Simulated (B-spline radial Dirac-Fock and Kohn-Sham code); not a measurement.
# Core levels of Ru⁶⁺: a first try and its repair

Wanted: ΔSCF binding energies of Ru⁶⁺ for K, L3 and M5.

Method: Delta-SCF core binding energies without Breit or QED terms under the stated settings; computed with B-spline radial Dirac-Fock and Kohn-Sham code, version 4.

## 1. The atom as given

Ru⁶⁺ in the configuration [Kr] 4d2.

| Quantity | Value |
| --- | --- |
| nuclear charge | 44 |
| electrons | 38 |
| mass number | 102 |
| nuclear rms radius | 4.4809 fm |

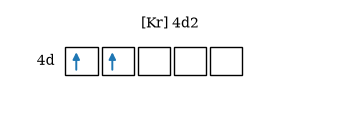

The shells outside the core; arrows follow Hund's rule for the drawing alone (heavy ions are jj-coupled), while the calculation averages over the configuration.

## 2. First attempt

Settings in task.json:

```ini
rel = dirac
method = hf
nuc = fermi
radius_factor = 1000.0
rmax = 45.0
h = 0.3
order = 8
points = 10
c_factor = 1.0
maxit = 65
damp = 0.5
ndamp = 3
tol = 1e-08
```

Keys: rel is the Hamiltonian, nuc the nuclear model, radius_factor scales its radius, rmax is the box in bohr, h the logarithmic mesh step, order the B-spline order, points the quadrature points a cell, c_factor scales the speed of light; damp, ndamp, maxit and tol steer the iteration.

Launch:

```console
$ python xray2_run.py task.json out
```

Main fields of the result record, rounded:

```text
{
  "status": "converged",
  "total_energy [Ha]": -2785.8390941,
  "virial_ratio": 2.486986,
  "iterations": [10, 10, 10, 10],
  "converged": [true, true, true, true],
  "highest_orbital_energy [eV]": -103.6979,
  "holes": ["K", "L3", "M5"],
  "binding [eV]": [5978.566, 2421.453, 486.719],
  "scf_energy [Ha]": [-2754.895877, -2780.487251, -2785.347533, -2785.795576, -2785.831899, -2785.839088, -2785.839094, -2785.839094, -2785.839094, -2785.839094],
  "scf_error": [4.2, 0.99, 0.27, 0.074, 0.037, 0.0014, 0.00015, 2.3e-05, 1.3e-06, 4.1e-08],
  "cells": 36
}
```

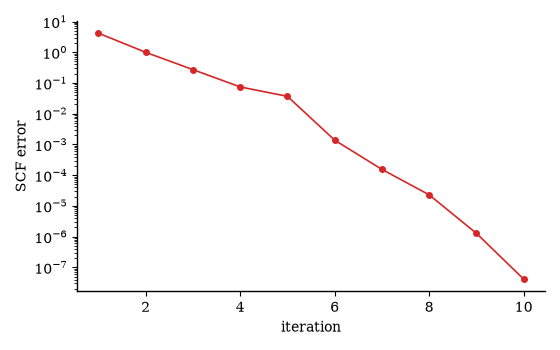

SCF error of the ground state by iteration.

## 3. What went wrong

The run converged, but to the answer of an unsound model or basis. The fault: radius_factor inflates the nucleus, as a slip of units would.

The cure is radius_factor = 1.0.

## 4. Second try

Changed: radius_factor = 1.0, maxit = 60.

Main fields of the result record, rounded:

```text
{
  "status": "converged",
  "total_energy [Ha]": -4520.9404826,
  "virial_ratio": 1.960686,
  "iterations": [9, 9, 9, 9],
  "converged": [true, true, true, true],
  "highest_orbital_energy [eV]": -92.11573,
  "holes": ["K", "L3", "M5"],
  "binding [eV]": [22287.86, 2951.857, 385.7505],
  "cells": 59
}
```

## 5. Results

| quantity | value |
| --- | --- |
| first try | converged |
| fault | radius_factor inflates the nucleus, as a slip of units would |
| cure | radius_factor = 1.0 |
| mended run | converged (ground state in 9 iterations) |
| K binding | 22287.9 eV (first try 5978.6) |
| L3 binding | 2951.9 eV (first try 2421.5) |
| M5 binding | 385.8 eV (first try 486.7) |

**Reading.** The first try was off by -16309.29 eV for K, -530.40 eV for L3 and +100.97 eV for M5. It gave no warning. The mended values lack Breit and QED terms.
